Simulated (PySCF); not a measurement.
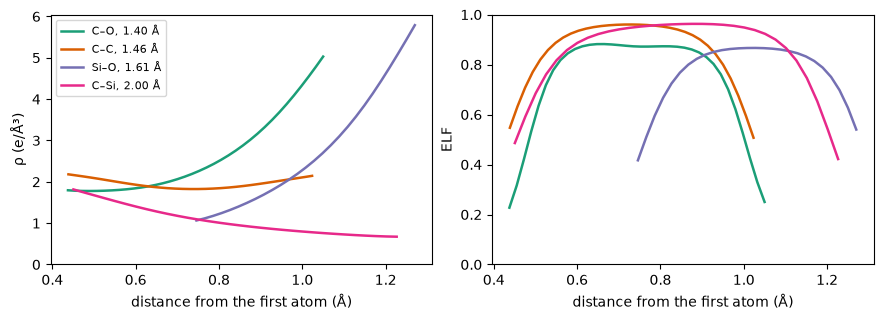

The picture shows: C4H10OSi (SMILES C[C@H]1CO[SiH2]C1). Electron density and ELF along straight lines between neighbouring atoms. The curves leave out the atomic cores.

Geometry: GFN2-xTB, MD frame at 250 fs, 600 K.

These are results of PySCF 2.14.0, PBE0/pcSseg-1, SCF density, gas phase, non-relativistic, not measurements.

Input file:

```
{"job": {"kind": "nmr", "xc": "PBE0", "basis": "pcSseg-1", "pop": false}, "charge": 0, "multiplicity": 1}
C     -1.764900    -0.303400    -0.801100
C     -0.361200     0.095200    -0.711000
C     -0.079200     1.307800     0.257800
O      1.297200     1.472700     0.452800
Si     2.009400     0.026900     0.509300
C      0.530000    -1.018400    -0.344000
H     -2.551300     0.427800    -0.774900
H     -2.160100    -0.909700     0.083600
H     -2.020500    -1.029600    -1.680700
H     -0.133900     0.406800    -1.808300
H     -0.532700     2.184700    -0.273400
H     -0.665300     1.090200     1.188800
H      3.132400    -0.323000    -0.213700
H      2.087200    -0.524800     1.878500
H      0.785700    -1.642500    -1.163200
H     -0.073800    -1.683500     0.166000
```

Launched as:

```sh
OMP_NUM_THREADS=1 python probes_run.py task.json out
```

What can be read from the curves?

Answer. C–O (1.40 Å): the density is about 2.1 e/Å³ at the midpoint, with its minimum of 1.8 e/Å³ about 0.5 Å from C; the ELF peaks at about 0.90 between the atoms, as expected for a shared but strongly polarised pair.
C–C (1.46 Å): the density is about 1.8 e/Å³ at the midpoint; the ELF peaks at about 0.95 between the atoms: a shared electron pair.
Si–O (1.61 Å): ρ is about 1.2 e/Å³ halfway; the ELF peaks at about 0.85 between the atoms, as expected for a polar covalent bond.
C–Si (2.00 Å): the density is about 0.8 e/Å³ at the midpoint; the ELF peaks at about 0.95 between the atoms: a covalent bond.
